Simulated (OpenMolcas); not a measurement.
# A workflow on OH (SMILES [OH])

Wanted: a series of 9 runs (ROHF/3-21G, CASSCF(7,5)/3-21G, CASPT2(7,5)/3-21G, CASPT2[IPEA 0](7,5)/3-21G, SC-NEVPT2(7,5)/3-21G, PC-NEVPT2(7,5)/3-21G, MC-PDFT[tPBE](7,5)/3-21G, MRCI(7,5)/3-21G, and more) of OH. 

The results are computed with OpenMolcas 26.06.

### Step 1. The system as given

OH has 2 atoms, charge 0, and is taken as a doublet. As SMILES, `[OH]`. The O1–H2 distance was set to 1.946 Å, away from the relaxed value.

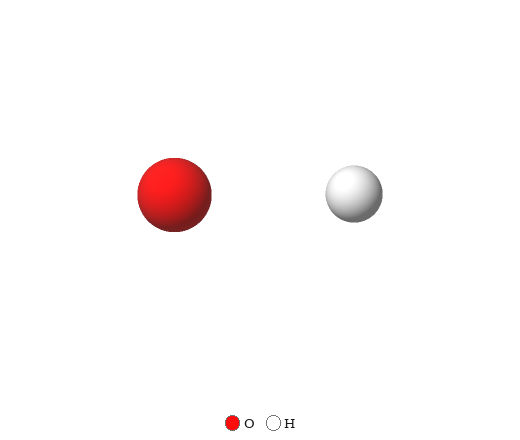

The structure, seen from a chosen angle (oxygen red, hydrogen white).

### Step 2. A single-point energy at ROHF/3-21G (run 1)

File step1.inp:

```
* HO Hartree-Fock
>>> EXPORT MOLCAS_PRINT=2

&GATEWAY
  BasLib=$CurrDir
  Coord
  2
  angstrom
  O        1.247604      -0.399438       0.643631
  H       -0.415880       0.133150      -0.214550
  Basis=3-21G
  Group=NoSym

&SEWARD

&SCF
  UHF
  Spin=2
  PrOrbitals=1 1

&RASSCF
  FileOrb=$Project.UnaOrb
  Spin=2
  Nactel=1 0 0
  Inactive=4
  Ras2=1
  OutOrbitals=Canonical
  OrbListing=Nothing
```

The basis set 3-21G is read from a file made from the Basis Set Exchange's data (not shown).

Command:

```console
$ export MOLCAS_MEM=1860
$ pymolcas step1.inp > step1.log
```

What it wrote:

```text
--- Start Module: gateway ---
[...]
--- Stop Module: gateway /rc=_RC_ALL_IS_WELL_ ---
[...]
      Basis functions           11
[...]
--- Start Module: scf ---
[...]
       Convergence after  15 Iterations
[...]
::    Total SCF energy                                -74.8927882697
[...]
      Total spin, S                                     0.8785181496
[...]
--- Stop Module: scf /rc=_RC_ALL_IS_WELL_ ---
--- Start Module: rasscf ---
[...]
      Number of active orbitals                  1
[...]
      Spin quantum number                      0.5
[...]
      Active orbitals                            1
[...]
      Number of CSFs                             1
[...]
      Number of root(s) required                 1
[...]
      Convergence after  9 iterations
[...]
      printout of CI-coefficients larger than  0.05 for root  1
      energy=     -74.778139
      conf/sym  1     Coeff  Weight
             1  u   1.00000 1.00000
      Natural orbitals and occupation numbers for root  1
      sym 1:   1.000000
      ************************************************************************************************************************
      *                                                    Final results                                                     *
[...]
::    RASSCF root number  1 Total energy:    -74.77813934
[...]
      Total electronic charge=    9.000000
      Total            charge=   -0.000000
[...]
      Dipole Moment (debye):
      Origin of the operator (angstrom)=    1.1490   -0.3679    0.5928
                   X= -1.2681E+00               Y=  4.0601E-01               Z= -6.5422E-01           Total=  1.4836E+00
      Quadrupole Moment (debye*angstrom):
[...]
--- Stop Module: rasscf /rc=_RC_ALL_IS_WELL_ ---
[...]
```

Run time: 2.3 s. Hardware: 1 thread of Arm Neoverse V1, shared host; peak memory 0.37 GiB.

### Step 3. A single-point energy at CASSCF(7,5)/3-21G (run 2)

File step2.inp:

```
&GATEWAY
BASLIB=$CurrDir
COORD
2
angstrom
O        1.247604      -0.399438       0.643631
H       -0.415880       0.133150      -0.214550
BASIS=3-21G
GROUP=NoSym
&SEWARD
&RASSCF
FILEORB=$CurrDir/step1.RasOrb
SPIN=2
NACTEL=7 0 0
INACTIVE=1
RAS2=5
ORBLISTING=Nothing
ORBAPPEAR=Compact
```

The basis set 3-21G is read from a file made from the Basis Set Exchange's data (not shown).

Command:

```console
$ export MOLCAS_MEM=1860
$ pymolcas step2.inp > step2.log
```

What it wrote:

```text
--- Start Module: gateway ---
[...]
--- Stop Module: gateway /rc=_RC_ALL_IS_WELL_ ---
--- Start Module: seward ---
[...]
      Basis functions           11
--- Stop Module: seward /rc=_RC_ALL_IS_WELL_ ---
--- Start Module: rasscf ---
[...]
      Number of active orbitals                  5
[...]
      Spin quantum number                      0.5
[...]
      Active orbitals                            5
[...]
      Number of CSFs                            40
[...]
      Number of root(s) required                 1
[...]
      Convergence after  7 iterations
[...]
      printout of CI-coefficients larger than  0.05 for root  1
      energy=     -74.903854
      conf/sym  11111     Coeff  Weight
             1  222u0  -0.83515 0.69748
             4  22udu  -0.28306 0.08013
             5  22uud  -0.16337 0.02669
            16  220u2  -0.44201 0.19537
      Natural orbitals and occupation numbers for root  1
      sym 1:   1.999586   1.999795   1.502413   1.000000   0.498205
      ************************************************************************************************************************
      *                                                    Final results                                                     *
[...]
::    RASSCF root number  1 Total energy:    -74.90385409
[...]
      Total electronic charge=    9.000000
      Total            charge=   -0.000000
[...]
      Dipole Moment (debye):
      Origin of the operator (angstrom)=    1.1490   -0.3679    0.5928
                   X= -2.4898E-01               Y=  7.9713E-02               Z= -1.2844E-01           Total=  2.9127E-01
      Quadrupole Moment (debye*angstrom):
[...]
--- Stop Module: rasscf /rc=_RC_ALL_IS_WELL_ ---
[...]
```

Run time: 1.7 s. Hardware: 1 thread of Arm Neoverse V1, shared host; peak memory 0.37 GiB.

Runs 3 to 5 aren't shown in full; the table further down has their settings and results.

### Step 4. A single-point energy at PC-NEVPT2(7,5)/3-21G (run 6)

File step6.input:

```
&gateway
baslib=$CurrDir
coord
2
angstrom
O        1.247604      -0.399438       0.643631
H       -0.415880       0.133150      -0.214550
basis=3-21G
group=NoSym
&seward
&rasscf
fileorb=$CurrDir/step2.RasOrb
spin=2
nactel=7 0 0
inactive=1
ras2=5
orblisting=Nothing
orbappear=Compact
&caspt2
pc-nevpt2
frozen=1
```

The basis set 3-21G is read from a file made from the Basis Set Exchange's data (not shown).

Command:

```console
$ export MOLCAS_MEM=1860
$ pymolcas step6.input > step6.log
```

What it wrote:

```text
--- Start Module: gateway ---
[...]
--- Stop Module: gateway /rc=_RC_ALL_IS_WELL_ ---
[...]
      Basis functions           11
[...]
--- Start Module: rasscf ---
[...]
      Number of active orbitals                  5
[...]
      Spin quantum number                      0.5
[...]
      Active orbitals                            5
[...]
      Number of CSFs                            40
[...]
      Number of root(s) required                 1
[...]
      Convergence after  4 iterations
[...]
      printout of CI-coefficients larger than  0.05 for root  1
      energy=     -74.903854
      conf/sym  11111     Coeff  Weight
             1  222u0  -0.83515 0.69748
             4  22udu  -0.28306 0.08013
             5  22uud  -0.16337 0.02669
            16  220u2  -0.44201 0.19537
      Natural orbitals and occupation numbers for root  1
      sym 1:   1.999586   1.999795   1.502413   1.000000   0.498205
      ************************************************************************************************************************
      *                                                    Final results                                                     *
[...]
::    RASSCF root number  1 Total energy:    -74.90385409
[...]
      Total electronic charge=    9.000000
      Total            charge=   -0.000000
[...]
      Dipole Moment (debye):
      Origin of the operator (angstrom)=    1.1490   -0.3679    0.5928
                   X= -2.4897E-01               Y=  7.9713E-02               Z= -1.2844E-01           Total=  2.9127E-01
      Quadrupole Moment (debye*angstrom):
[...]
--- Start Module: caspt2 ---
[...]
      E2 (Variational):          -0.0472158262
[...]
      E2 (Variational):          -0.0469397325
      Total energy:             -74.9507938225
[...]
      Reference weight:           0.99157
[...]
::    PC-NEVPT2 Root  1     Total energy:    -74.95106992
[...]
```

Run time: 1.8 s. Hardware: 1 thread of Arm Neoverse V1, shared host; peak memory 0.37 GiB.

Runs 7 to 8 aren't shown in full; the table further down has their settings and results.

### Step 5. The energy at MRACPF(7,5)/3-21G (run 9)

File step9.input:

```
&GATEWAY
  BASLIB = $CurrDir
  COORD
  2
  angstrom
  O        1.247604      -0.399438       0.643631
  H       -0.415880       0.133150      -0.214550
  BASIS = 3-21G
  GROUP = NoSym

&SEWARD

&RASSCF
  FILEORB = $CurrDir/step2.RasOrb
  SPIN = 2
  NACTEL = 7 0 0
  INACTIVE = 1
  RAS2 = 5
  ORBLISTING = Nothing
  ORBAPPEAR = Compact

&MOTRA
  LUMORB
  FROZEN = 1

&GUGA
  ELECTRONS = 7
  SPIN = 2
  INACTIVE = 0
  ACTIVE = 5
  CIALL = 1

&MRCI
  ACPF
```

The basis set 3-21G is read from a file made from the Basis Set Exchange's data (not shown).

Command:

```console
$ export MOLCAS_MEM=1860
$ pymolcas step9.input > step9.log
```

What it wrote:

```text
--- Start Module: gateway ---
[...]
--- Stop Module: gateway /rc=_RC_ALL_IS_WELL_ ---
[...]
      Basis functions           11
[...]
      Number of active orbitals                  5
[...]
      Spin quantum number                      0.5
[...]
      Active orbitals                            5
[...]
      Number of CSFs                            40
[...]
      Number of root(s) required                 1
[...]
      Convergence after  4 iterations
[...]
      printout of CI-coefficients larger than  0.05 for root  1
      energy=     -74.903854
      conf/sym  11111     Coeff  Weight
             1  222u0  -0.83515 0.69748
             4  22udu  -0.28306 0.08013
             5  22uud  -0.16337 0.02669
            16  220u2  -0.44201 0.19537
      Natural orbitals and occupation numbers for root  1
      sym 1:   1.999586   1.999795   1.502413   1.000000   0.498205
      ************************************************************************************************************************
      *                                                    Final results                                                     *
[...]
::    RASSCF root number  1 Total energy:    -74.90385409
[...]
      Dipole Moment (debye):
      Origin of the operator (angstrom)=    1.1490   -0.3679    0.5928
                   X= -2.4897E-01               Y=  7.9713E-02               Z= -1.2844E-01           Total=  2.9127E-01
      Quadrupole Moment (debye*angstrom):
[...]
--- Start Module: guga ---
[...]
       USE THE DEFAULT ACPF G-VALUE GFAC=  0.28571428571428570
[...]
    MR ACPF CALCULATION.
[...]
            REFERENCE CI ENERGY:   -74.90385409
[...]
        ACPF CORRELATION ENERGY:    -0.05968979
                    ACPF ENERGY:   -74.96354388
[...]
      Total electronic charge=    9.000000
      Total            charge=   -0.000000
[...]
  ACPF State   1     Total energy:    -74.96354388
[...]
```

Run time: 1.8 s. Hardware: 1 thread of Arm Neoverse V1, shared host; peak memory 0.37 GiB.

### Step 6. The series

| run | level | active rule | inactive | energy (Eh) | dipole moment (D) of the reference | wall time |
| --- | --- | --- | --- | --- | --- | --- |
| 1 | ROHF/3-21G | – | – | -74.778139 | 1.48 | 2.3 s |
| 2 | CASSCF(7,5)/3-21G | full valence | 1 | -74.903854 | 0.29 | 1.7 s |
| 3 | CASPT2(7,5)/3-21G | full valence | 1 | -74.958743 | 0.29 | 1.7 s |
| 4 | CASPT2[IPEA 0](7,5)/3-21G | full valence | 1 | -74.959828 | 0.29 | 1.8 s |
| 5 | SC-NEVPT2(7,5)/3-21G | full valence | 1 | -74.950794 | 0.29 | 1.8 s |
| 6 | PC-NEVPT2(7,5)/3-21G | full valence | 1 | -74.951070 | 0.29 | 1.8 s |
| 7 | MC-PDFT[tPBE](7,5)/3-21G | full valence | 1 | -75.082369 | 0.29 | 1.9 s |
| 8 | MRCI(7,5)/3-21G | full valence | 1 | -74.962965 | 0.29 | 1.9 s |
| 9 | MRACPF(7,5)/3-21G | full valence | 1 | -74.963544 | 0.29 | 1.8 s |

### Step 7. Results

| quantity | value |
| --- | --- |
| run 9, MRACPF(7,5)/3-21G: total energy | -74.96354 Eh |
| run 9, MRACPF(7,5)/3-21G: dipole moment (CASSCF density) | 0.29 D |

In words: Below the ROHF energy at the same shape and in the same basis (3-21G): CASSCF(7,5) -125.7 mEh; CASPT2(7,5) -180.6 mEh; CASPT2[IPEA 0](7,5) -181.7 mEh; SC-NEVPT2(7,5) -172.7 mEh; PC-NEVPT2(7,5) -172.9 mEh; MRCI(7,5) -184.8 mEh. Active-space methods hold only the correlation inside their space unless a perturbation or CI step follows. All runs together took 17 s, the longest 2.3 s.
